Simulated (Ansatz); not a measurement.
# Run report: MoN$_{2}$H$_{4}$O$_{2}$, geometry relaxation (part 2 of 2)

MoN$_{2}$H$_{4}$O$_{2}$; RKS r2SCAN-D4/def2-SVP (Ansatz 0.2.0). The geometry: GFN2-xTB start.

Geometry of the input (Å):
```
Mo -0.0691  -0.0145  -0.0413
N  0.0317  0.1252  1.6862
N  1.4996  0.2151  -0.7486
O  -1.1735  1.2710  -0.6592
O  -0.6464  -1.6741  -0.4522
H  0.2656  0.2323  2.6637
H  2.4678  0.3741  -0.9916
H  -1.6263  2.0903  -0.8714
H  -0.7494  -2.6194  -0.5855
```

Trajectory as extended XYZ, continued
```
9
Properties=species:S:1:pos:R:3:forces:R:3 step=4 energy=-8989.50467 accepted=F
Mo   -0.1595   -0.0356   -0.0967   -0.2672  -0.0532  -0.1616
N    -0.0298    0.1120    1.6290    0.4429   0.1398   0.6479
N     1.4213    0.1974   -0.7775    0.7830   0.1303   0.0979
O    -1.3735    1.2294   -0.7891   -0.2129   3.1280   0.1298
O    -0.8515   -1.7246   -0.5678    1.0084  -2.9178   0.3320
H     0.4883    0.2663    2.5132   -0.3975  -0.1154  -0.6033
H     2.4392    0.3846   -0.7225   -0.7186  -0.1321  -0.0765
H    -1.4331    2.2682   -0.7371    0.2966  -3.1503  -0.0758
H    -0.5013   -2.6976   -0.4516   -0.9346   2.9708  -0.2904
9
Properties=species:S:1:pos:R:3:forces:R:3 step=5 energy=-8989.71836
Mo   -0.1324   -0.0290   -0.0800    0.2059   0.0403   0.1231
N    -0.0101    0.1170    1.6472    0.0326   0.0081  -0.0595
N     1.4465    0.2020   -0.7679   -0.0365  -0.0062   0.0564
O    -1.3072    1.2684   -0.7447   -0.2469  -0.1726  -0.1856
O    -0.7745   -1.7307   -0.5251   -0.3152   0.0497  -0.1528
H     0.4428    0.2609    2.5490    0.0022  -0.0046  -0.0414
H     2.4498    0.3814   -0.7797   -0.0365  -0.0030   0.0217
H    -1.5153    2.2053   -0.7907    0.1842   0.0625   0.1343
H    -0.5994   -2.6753   -0.5081    0.2103   0.0258   0.1039
9
Properties=species:S:1:pos:R:3:forces:R:3 step=6 energy=-8989.77963
Mo   -0.1563   -0.0345   -0.0943    0.0204   0.0038   0.0113
N    -0.0289    0.1176    1.6315    0.0433   0.0233   0.0322
N     1.4252    0.1925   -0.7766    0.0520  -0.0012   0.0246
O    -1.3452    1.2558   -0.7744   -0.0978   0.0192  -0.0740
O    -0.8196   -1.7369   -0.5453   -0.0972  -0.0602  -0.0432
H     0.4432    0.2645    2.5248   -0.0356  -0.0160  -0.0942
H     2.4299    0.3739   -0.7672   -0.1011  -0.0142   0.0124
H    -1.4357    2.2154   -0.7311    0.1216  -0.0840   0.0833
H    -0.5126   -2.6482   -0.4673    0.0942   0.1294   0.0476
9
Properties=species:S:1:pos:R:3:forces:R:3 step=7 energy=-8989.79732
Mo   -0.1904   -0.0425   -0.1149    0.0186   0.0087   0.0117
N    -0.0601    0.1305    1.6077    0.0428   0.0160  -0.0274
N     1.3952    0.1664   -0.7903   -0.0006  -0.0083   0.0512
O    -1.3463    1.2867   -0.7943   -0.0635  -0.0293  -0.0677
O    -0.8277   -1.7706   -0.5296   -0.0927  -0.0043  -0.0262
H     0.4368    0.2786    2.4847   -0.0138  -0.0022   0.0087
H     2.3964    0.3520   -0.7507    0.0009  -0.0005  -0.0153
H    -1.3836    2.2423   -0.6580    0.0686  -0.1185   0.0570
H    -0.4203   -2.6432   -0.4545    0.0397   0.1384   0.0082
9
Properties=species:S:1:pos:R:3:forces:R:3 step=8 energy=-8989.80960
Mo   -0.2021   -0.0384   -0.1125    0.0641  -0.0499  -0.0382
N    -0.0695    0.1697    1.6053   -0.0145   0.0123   0.0111
N     1.3886    0.1168   -0.7870    0.0189   0.0618  -0.0005
O    -1.3450    1.2885   -0.8214    0.0135  -0.1858  -0.1083
O    -0.8403   -1.7686   -0.5142   -0.2563   0.1815   0.0577
H     0.4285    0.3148    2.4818   -0.0019  -0.0037   0.0212
H     2.3911    0.2924   -0.7506    0.0277   0.0057  -0.0091
H    -1.3985    2.2212   -0.5926   -0.0032   0.1316   0.0890
H    -0.3527   -2.5964   -0.5089    0.1517  -0.1535  -0.0229
9
Properties=species:S:1:pos:R:3:forces:R:3 step=9 energy=-8989.83952
Mo   -0.1823   -0.0393   -0.1105   -0.0428  -0.0151  -0.0351
N    -0.0805    0.2497    1.5981    0.0041  -0.0626   0.0213
N     1.4175    0.0449   -0.7789   -0.0012   0.0736  -0.0165
O    -1.2861    1.2906   -0.8841    0.1258  -0.1568  -0.1185
O    -0.8781   -1.7693   -0.4410   -0.0818   0.1315   0.1303
H     0.4029    0.3646    2.4880   -0.0170   0.0412  -0.0057
H     2.4143    0.2568   -0.7652    0.0035  -0.0450  -0.0032
H    -1.4756    2.1422   -0.4776   -0.0688   0.1195   0.1087
H    -0.3321   -2.5402   -0.6290    0.0781  -0.0863  -0.0814
9
Properties=species:S:1:pos:R:3:forces:R:3 step=10 energy=-8989.83496 accepted=F
Mo   -0.1732   -0.0418   -0.1055    0.0350   0.1119   0.0487
N    -0.0930    0.2805    1.5993   -0.0125  -0.0612  -0.0720
N     1.4241    0.0164   -0.7844   -0.0843  -0.0150   0.0077
O    -1.2357    1.3022   -0.9137   -0.2703   0.8517   0.4898
O    -0.8845   -1.7752   -0.3801    0.6525  -0.8654  -0.3331
H     0.3687    0.4136    2.4964    0.0224   0.0446   0.0496
H     2.4230    0.2096   -0.7883    0.0782  -0.0148   0.0052
H    -1.5210    2.1009   -0.4075    0.2538  -0.8733  -0.5159
H    -0.3084   -2.5062   -0.7161   -0.6747   0.8215   0.3199
9
Properties=species:S:1:pos:R:3:forces:R:3 step=11 energy=-8989.85186
Mo   -0.1760   -0.0367   -0.1075    0.0824  -0.0451   0.0426
N    -0.0825    0.2527    1.6018   -0.0229   0.0190  -0.0129
N     1.4218    0.0427   -0.7821   -0.0185   0.0030  -0.0097
O    -1.2573    1.2957   -0.9019    0.0069   0.0794  -0.0317
O    -0.8778   -1.7679   -0.4070   -0.0397   0.0007   0.0576
H     0.3881    0.3857    2.4956    0.0015   0.0223   0.0028
H     2.4224    0.2340   -0.7768    0.0133  -0.0231   0.0040
H    -1.5044    2.1145   -0.4526   -0.0438  -0.0399   0.0166
H    -0.3342   -2.5207   -0.6695    0.0208  -0.0163  -0.0693
9
Properties=species:S:1:pos:R:3:forces:R:3 step=12 energy=-8989.86775
Mo   -0.1621   -0.0355   -0.0978    0.1375  -0.0078   0.0789
N    -0.0797    0.2787    1.6079   -0.0384   0.0115  -0.0201
N     1.4349    0.0231   -0.7766   -0.0315  -0.0137  -0.0210
O    -1.2242    1.2997   -0.9141   -0.1001   0.2794   0.0749
O    -0.8720   -1.7688   -0.3662    0.0843  -0.2287  -0.0531
H     0.3824    0.4372    2.5019    0.0061   0.0105   0.0050
H     2.4398    0.1903   -0.7745    0.0142  -0.0076   0.0042
H    -1.5673    2.0614   -0.4190    0.0515  -0.2341  -0.1128
H    -0.3518   -2.4861   -0.7616   -0.1236   0.1904   0.0439
9
Properties=species:S:1:pos:R:3:forces:R:3 step=13 energy=-8989.88699
Mo   -0.1240   -0.0276   -0.0759   -0.1018  -0.0215  -0.0623
N    -0.0776    0.3095    1.6250    0.0171   0.0142   0.1174
N     1.4622   -0.0022   -0.7769    0.1132   0.0151  -0.0399
O    -1.1590    1.3143   -0.9256   -0.0514   0.1053   0.0546
O    -0.8556   -1.7611   -0.3077    0.0626  -0.1087  -0.0513
H     0.3432    0.4904    2.5358    0.0169   0.0069  -0.0341
H     2.4717    0.1357   -0.8148   -0.0213  -0.0087   0.0335
H    -1.6609    1.9478   -0.3905    0.0455  -0.1124  -0.0709
H    -0.4000   -2.4067   -0.8692   -0.0808   0.1097   0.0531
9
Properties=species:S:1:pos:R:3:forces:R:3 step=14 energy=-8989.89390
Mo   -0.1085   -0.0244   -0.0668   -0.0164   0.0014  -0.0053
N    -0.0609    0.3120    1.6356    0.0077  -0.0130  -0.0281
N     1.4788    0.0038   -0.7687   -0.0312   0.0070   0.0166
O    -1.1287    1.3228   -0.9270   -0.0053  -0.0199  -0.0596
O    -0.8386   -1.7616   -0.2764   -0.0664   0.0020   0.0194
H     0.3886    0.5249    2.5236    0.0181   0.0129   0.0630
H     2.4903    0.1156   -0.7614    0.0757   0.0072  -0.0136
H    -1.7410    1.8656   -0.4125   -0.0070  -0.0046   0.0288
H    -0.4799   -2.3587   -0.9464    0.0248   0.0070  -0.0211
9
Properties=species:S:1:pos:R:3:forces:R:3 step=15 energy=-8989.89492
Mo   -0.1068   -0.0235   -0.0653    0.0466   0.0094   0.0272
N    -0.0559    0.3145    1.6369   -0.0315  -0.0007   0.0064
N     1.4822    0.0022   -0.7641   -0.0056  -0.0071  -0.0304
O    -1.1274    1.3199   -0.9327   -0.0084  -0.0086  -0.0113
O    -0.8469   -1.7575   -0.2756   -0.0143   0.0025  -0.0028
H     0.3855    0.5262    2.5307    0.0094   0.0004   0.0016
H     2.4953    0.1132   -0.7684    0.0035   0.0028   0.0082
H    -1.7452    1.8506   -0.4112   -0.0011  -0.0006   0.0043
H    -0.4808   -2.3457   -0.9503    0.0014   0.0019  -0.0031
9
Properties=species:S:1:pos:R:3:forces:R:3 step=16 energy=-8989.89500
Mo   -0.0981   -0.0221   -0.0600   -0.0441  -0.0072  -0.0250
N    -0.0542    0.3168    1.6425    0.0111   0.0030   0.0129
N     1.4886    0.0021   -0.7649    0.0197   0.0019   0.0037
O    -1.1234    1.3138   -0.9342   -0.0340   0.0287   0.0338
O    -0.8474   -1.7523   -0.2714    0.0259  -0.0342  -0.0438
H     0.3876    0.5325    2.5354   -0.0009  -0.0007   0.0005
H     2.5022    0.1102   -0.7672   -0.0014   0.0003  -0.0015
H    -1.7574    1.8300   -0.4153    0.0430  -0.0327  -0.0294
H    -0.4979   -2.3310   -0.9649   -0.0194   0.0410   0.0487
9
Properties=species:S:1:pos:R:3:forces:R:3 step=17 energy=-8989.89516
Mo   -0.1015   -0.0226   -0.0621    0.0077   0.0017   0.0049
N    -0.0553    0.3164    1.6407   -0.0012  -0.0018  -0.0099
N     1.4865    0.0016   -0.7650   -0.0096  -0.0005   0.0033
O    -1.1263    1.3142   -0.9344    0.0018   0.0015  -0.0024
O    -0.8488   -1.7531   -0.2741   -0.0009  -0.0012   0.0030
H     0.3880    0.5299    2.5333    0.0006   0.0005   0.0020
H     2.4998    0.1118   -0.7665    0.0022   0.0000  -0.0003
H    -1.7514    1.8367   -0.4132   -0.0025   0.0028   0.0020
H    -0.4909   -2.3350   -0.9587    0.0017  -0.0029  -0.0025
```

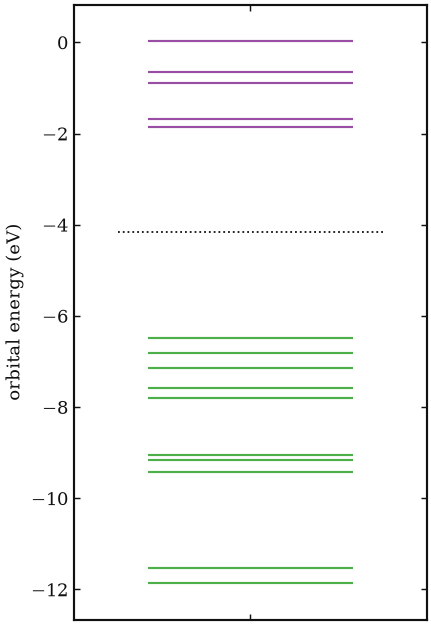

Figure 1. Orbital energies near the frontier; the dotted line parts filled from empty levels, and levels within 0.02 eV of each other stand side by side. Highest filled −6.49 eV, lowest empty −1.85 eV, 4.64 eV apart.

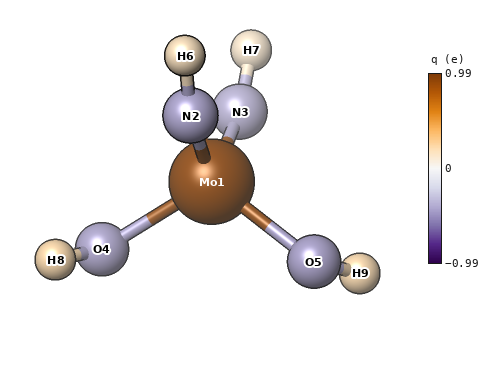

Figure 2. Mulliken charges, as the colour of each atom (ball-and-stick view, seen at a tilt; atoms are numbered from 1 in the order of the input). By element: Mo +0.95, N −0.41, O −0.45 and H +0.16 to +0.23 e.
